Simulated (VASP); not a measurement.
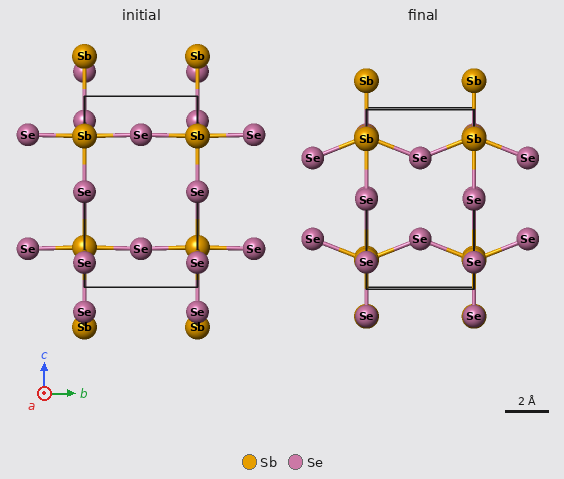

The structure of solid Sb₂Se₅ (a generated structure, set up in P2/m) before (left) and after (right) a relaxation, at one scale.

The picture is a ball-and-stick view of the cell of the calculation, seen along the a axis.

The run lets cell and atoms move.

These are results of Kohn-Sham DFT of a periodic cell, PBE, VASP PAW PBE potentials, recommended in VASP 6.6.1, not measurements.

The input:
```
SYSTEM = Sb2Se5
ALGO = Fast
EDIFF = 1E-4
EDIFFG = -0.08
ENCUT = 520
GGA = PE
IBRION = 2
ISIF = 3
ISMEAR = 0
LASPH = .TRUE.
LCHARG = .FALSE.
LREAL = .FALSE.
LWAVE = .FALSE.
NELM = 60
NSW = 24
PREC = Normal
SIGMA = 0.15
```

Launched with:
```bash
cat potpaw_PBE.64/Sb/POTCAR potpaw_PBE.64/Se/POTCAR > POTCAR
mpirun -np 1 vasp_std > vasp.out
```

Question: Describe what moved and what it gained.

Answer: The relaxation stopped without meeting its thresholds, so the last structure isn't shown to be converged. Over 23 geometry steps the energy falls by 1.795 eV per cell of the calculation. The largest force component goes from 0.67 to 0.23 eV/Å. The pressure goes from 2.23 to −0.23 GPa. The largest moves relative to the cell, 0.64 Å, are those of Se atoms. By element the largest moves are Se 0.64 Å, Sb 0.41 Å. The volume changes by −3.0 %, with a 5.252 → 5.728 Å (+9.1 %), b 5.281 → 5.026 Å (−4.8 %), c 9.266 → 8.868 Å (−4.3 %), β 105.6° → 109.9°. Among the contacts that change: Se–Se 3.752 → 3.119 Å, Sb–Se 3.018 → 2.618 Å, Sb–Se 2.601 → 2.837 Å, Sb–Se 2.733 → 2.925 Å. Among the angles between lasting bonds that change: Se–Sb–Se 176.6° → 136.8°, Sb–Se–Sb 176.6° → 136.8°, Sb–Se–Sb 149.8° → 177.9°. The space group stays P2/m (No. 10).
